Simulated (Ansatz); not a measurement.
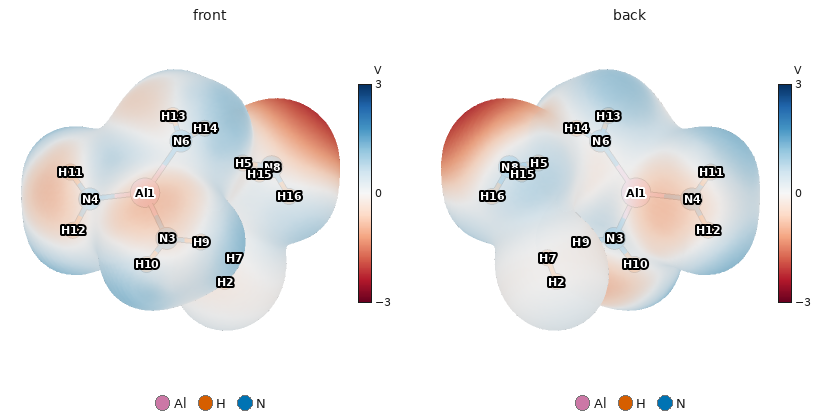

AlH6N3···H2···NH3. The electrostatic potential painted on the density surface at 0.001 e/bohr³, seen from the front and from behind; the colour scale runs from red (negative) to blue (positive).

These are results of RKS B3LYP/6-31G* (Ansatz), not measurements.

```yaml
atoms:
  - { symbol: Al, position_ang: [-1.1468, -0.5814, -0.7672] }
  - { symbol: H, position_ang: [3.3762, 0.3342, -0.4638] }
  - { symbol: N, position_ang: [-0.5557, -2.2505, -0.5629] }
  - { symbol: N, position_ang: [-1.2765, 0.1476, -2.3896] }
  - { symbol: H, position_ang: [0.4385, 0.9833, 1.6952] }
  - { symbol: N, position_ang: [-1.5474, 0.3895, 0.6873] }
  - { symbol: H, position_ang: [2.9084, 0.5284, 0.0813] }
  - { symbol: N, position_ang: [1.2199, 1.3353, 2.2562] }
  - { symbol: H, position_ang: [-0.2074, -2.6440, 0.3014] }
  - { symbol: H, position_ang: [-0.5202, -2.9421, -1.3003] }
  - { symbol: H, position_ang: [-1.8395, 0.9547, -2.6235] }
  - { symbol: H, position_ang: [-0.7907, -0.1882, -3.2111] }
  - { symbol: H, position_ang: [-1.7814, 1.3747, 0.6601] }
  - { symbol: H, position_ang: [-1.8559, -0.0065, 1.5669] }
  - { symbol: H, position_ang: [1.7176, 2.0104, 1.6773] }
  - { symbol: H, position_ang: [1.8607, 0.5545, 2.3928] }
```

### Describe the electrostatic potential map.

The most negative region (about −2.1 V, or −48 kcal/mol for a unit charge) lies over N8, the most positive (about +1.1 V, or +25 kcal/mol for a unit charge) over the H atoms. N8 is the likeliest acceptor of a hydrogen bond.
